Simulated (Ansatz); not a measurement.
## La2O3 (A-La2O3 type, space group P-3m1): scan of one atom of the cell

La2O3 (A-La2O3 type, space group P-3m1)

```yaml
crystal:
  lattice:
    - [3.94042, 0.00000, 0.00000]
    - [-1.97021, 3.41251, 0.00000]
    - [0.00000, 0.00000, 6.18831]
  atoms:
    - { symbol: La, position: [0.33333, 0.66667, 0.24738] }
    - { symbol: La, position: [0.66667, 0.33333, 0.75262] }
    - { symbol: O, position: [0.00000, 0.00000, 0.00000] }
    - { symbol: O, position: [0.33333, 0.66667, 0.64529] }
    - { symbol: O, position: [0.66667, 0.33333, 0.35471] }
```

In this cell atom 1 (La, nearest neighbour O at 2.370 Å; its periodic images, 3.9 Å or more away, move with it) is moved by s towards the nearest neighbour, unit vector (-0.831, -0.480, 0.280); all other atoms and the cell stay fixed.

These are PBE (plane waves to 420 eV, PAW, scalar-relativistic; Ansatz, a quantum-chemistry and plane-wave program) values and carry that method's errors. k mesh 8×8×5 (Γ-centred), Fermi-Dirac smearing 0.05 eV. E stands for the smeared free energy. Left out: 2 of 11 points, with atoms too close for the PAW data. La2O3 is run without spin polarisation. La2O3 was relaxed with its symmetry unable to fall. The PAW data are Ansatz's earlier set. The zero of ΔE is the undisplaced structure.

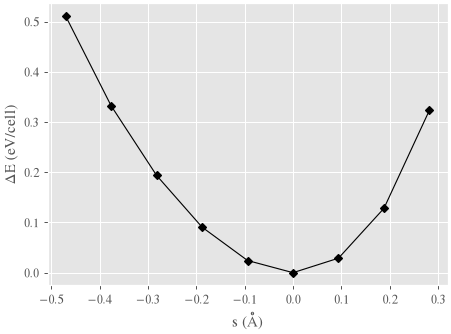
Fig. 1. ΔE (eV/cell) against s (Å); one marker a computed point.

The force along the line at s = -0.470 Å comes out as 2.14 eV/Å. The energy at s = 0.282 Å is 323 meV/cell. Harmonic estimate at the end of the scan: ½ks² = 236 meV/cell against the computed 323 meV/cell, so the well is stiffer than harmonic there. Shape of the curve: a single well with its minimum at or next to zero displacement. Symmetry of the curve: not even: the positive side lies higher at ±0.282 Å.

With its periodic images moving along, the atom's site symmetry in this cell is 3m..

(A displaced cell: forces are minus the slopes of the energy, force constants its curvatures, and phonons follow from these.)
